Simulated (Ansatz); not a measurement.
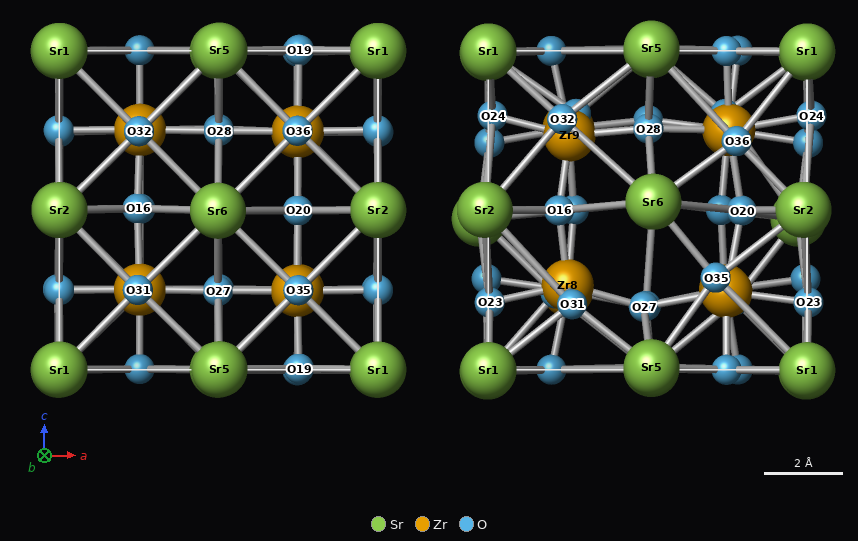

Two geometries of a defect cell of composition Sr7Zr8O23, drawn at one scale. One is the start of a relaxation, the other its converged end. A ball-and-stick model of the cell of the calculation, seen along the b axis.

These are results of Ansatz 0.2.0, DFT, PBEsol, PAW, plane waves, not measurements. Set-up: plane-wave cutoff 420 eV; k-point mesh 1 × 1 × 1; mesh shifted by (0.25, 0.25, 0.25); no spin polarisation; atoms relaxed in a fixed cell; force threshold 0.03 eV/Å; at most 80 steps.

### Which one is relaxed?

The right one is the relaxed one. The energy falls by 5.238 eV per cell of the calculation in 9 geometry steps. Largest force component: 4.6 eV/Å at the start, 0.028 eV/Å at the end. The atom that moves furthest is an O atom (0.49 Å roughly along [1 −1 3]). By element the largest moves are O 0.49 Å, Sr 0.37 Å, Zr 0.15 Å. The lattice vectors keep their values. Some distances before and after: O–Sr 2.918 → 3.699 Å, O–Sr 2.931 → 3.708 Å, O–Sr 2.919 → 3.410 Å, O–Sr 2.920 → 3.376 Å. Among the angles between lasting bonds that change: Zr–O–Zr 179.0° → 152.5°, O–Zr–O 178.4° → 152.0°, O–Zr–O 178.0° → 152.6°. Cost: 9.9 s on 1 × NVIDIA GB300 Max-Q with 8 threads of Arm Neoverse-V2, peak memory 1.9 GiB.

Limits of the set-up: the periodic images lie only 8.3 Å apart, so the values are limited by the cell's size.
